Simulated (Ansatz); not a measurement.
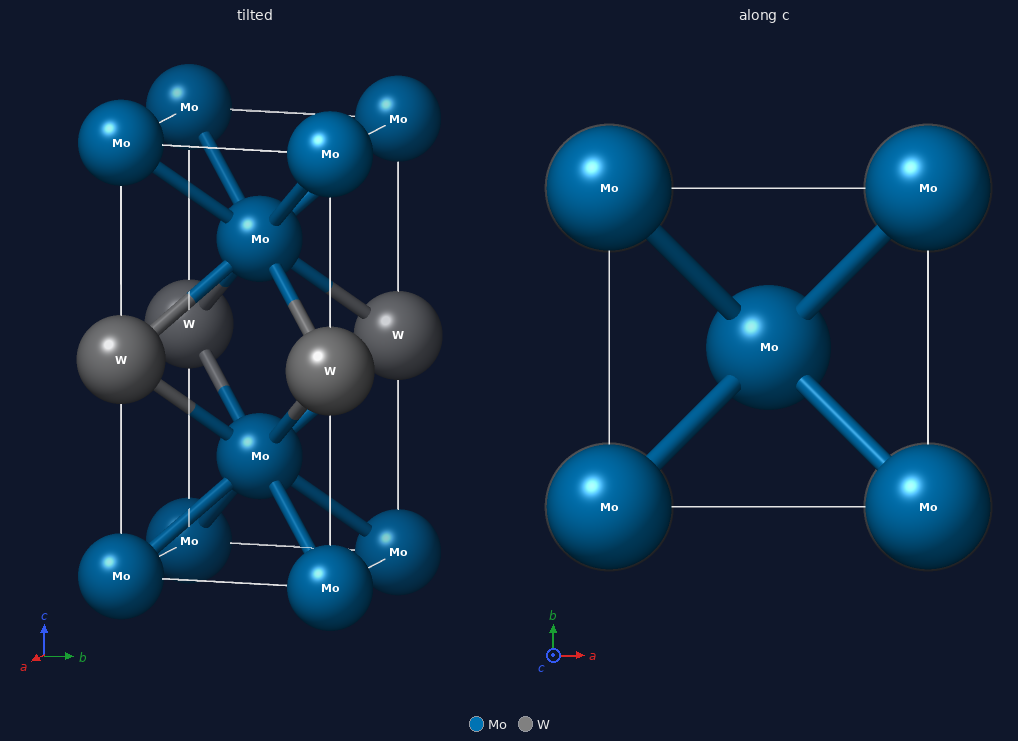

A ball-and-stick rendering, viewed slightly off an axis and along the c axis. Lines trace the edges of the conventional unit cell.

Mo₃W, space group P4/mmm (No. 123), a = 3.166 Å, b = 3.166 Å, c = 6.337 Å, α = 90.00°, β = 90.00°, γ = 90.00°. The model was built from a structure type filled with these elements by a generator (whether the compound takes this form wasn't checked). Earlier steps of the study may have refined or changed the cell and positions. An electronic-structure calculation with Ansatz was run on it.

This one geometry was computed with Ansatz (DFT, plane waves, PAW) at three levels of theory: PBE with spin-orbit coupling, r2SCAN and PBE.

**Which level gives the highest pressure at this volume, and what does that say about its equilibrium volume?**

Highest: PBE with spin-orbit coupling (0.1 GPa) and PBE (0.0 GPa), which points to the largest equilibrium volume. Lowest, with the smallest volume: r2SCAN (-3.0 GPa). Levels within 0.5 GPa of each other can't be told apart.

**How does the band gap change with the level of theory?**

All levels give a metal.

**Collect the results in a table.**

| level | cutoff (eV) | k-mesh of the run's cell | gap (eV) | pressure (GPa) |
| --- | --- | --- | --- | --- |
| PBE with spin-orbit coupling | 420 | 14×14×8 | metal | 0.1 |
| r2SCAN | 500 | 14×14×8 | metal | -3.0 |
| PBE | 420 | 14×14×8 | metal | 0.0 |

Gaps are taken on the k-mesh or band path of each run.
